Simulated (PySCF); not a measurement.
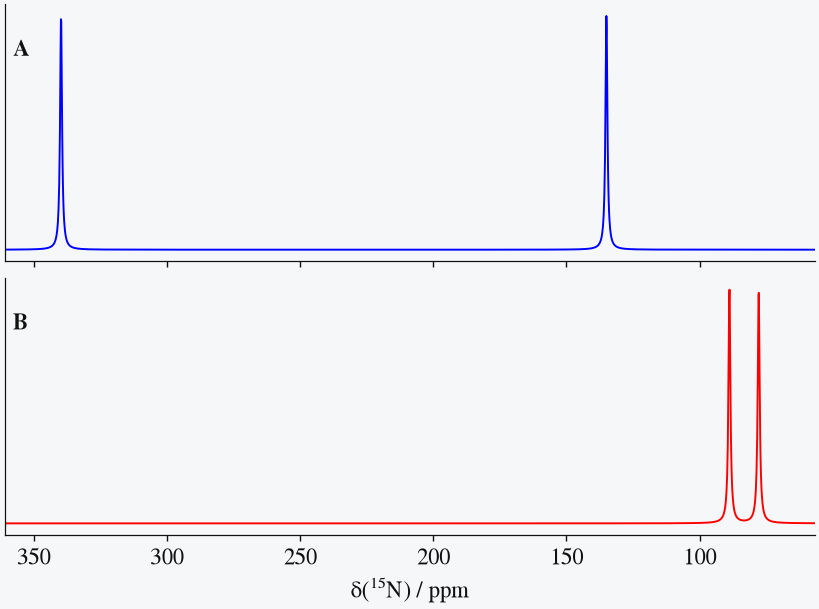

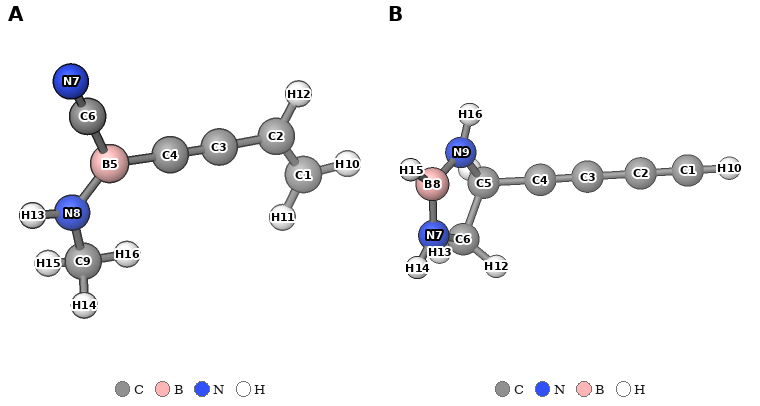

Related molecules: A is C₆H₇BN₂, SMILES C=CC#CB(C#N)NC; B is C₆H₇BN₂, SMILES C#CC#C[C@H]1CNBN1. GIAO ¹⁵N shifts against NH₃ (¹⁵N: a single molecule, while the usual scales start at liquid NH₃ or nitromethane; multiply bonded nitrogen can come out tens of ppm too deshielded), B97-2/pcSseg-1 in PySCF 2.14.0, at a PBE0-D3(BJ)/def2-SVP geometry (no frequency check); fully decoupled, line heights follow the number of nuclei within a panel, widths are arbitrary (no quadrupolar broadening); values of one conformer, averaged over methyl-type rotors and exact or near symmetry; other conformers aren't averaged in.

> Assign the ¹⁵N signals of each molecule.

A: 339.8 (N7); 135.0 (N8)
B: 88.8 (N9); 77.8 (N7)
